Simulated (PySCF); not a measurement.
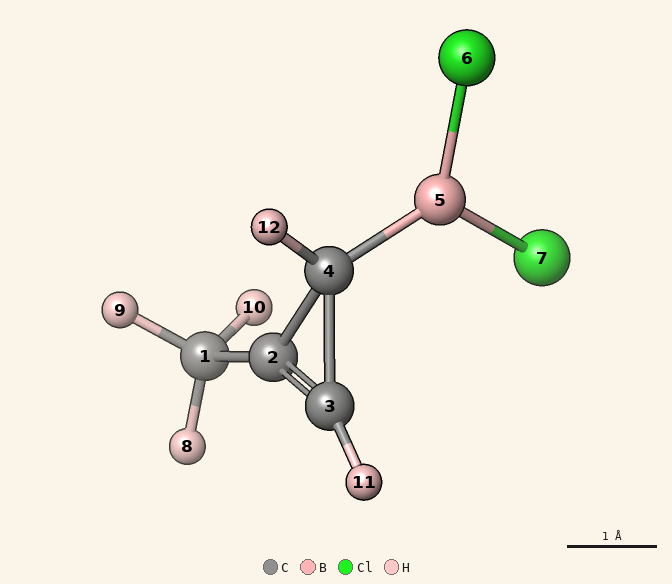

Orthographic view. Depth is shown by fading: the farther an atom, the more it takes the colour of the background. The computed structure is the end point of a PBE0-D3(BJ)/def2-SVP optimisation. No frequency run is at hand to confirm it as a minimum.

Give the geometry as a Z-matrix, atoms in numerical order, with these reference atoms: 2 to 1; 3 to 2, 1; 4 to 3, 2, 1; 5 to 4, 3, 2; 6 to 5, 4, 3; 7 to 5, 4, 3; 8 to 1, 2, 3; 9 to 1, 8, 2; 10 to 1, 8, 9; 11 to 3, 2, 1; 12 to 4, 3, 11.

```
C  
C    1   1.466
C    2   1.286   1   155.1
C    3   1.527   2    65.4   1   177.2
B    4   1.541   3   120.8   2  -104.3
Cl   5   1.756   4   121.1   3  -152.6
Cl   5   1.761   4   120.8   3    28.4
H    1   1.099   2   111.4   3     2.2
H    1   1.102   8   108.9   2  -122.3
H    1   1.102   8   108.9   9  -116.5
H    3   1.086   2   152.8   1    -0.4
H    4   1.103   3   117.6  11   -78.1
```
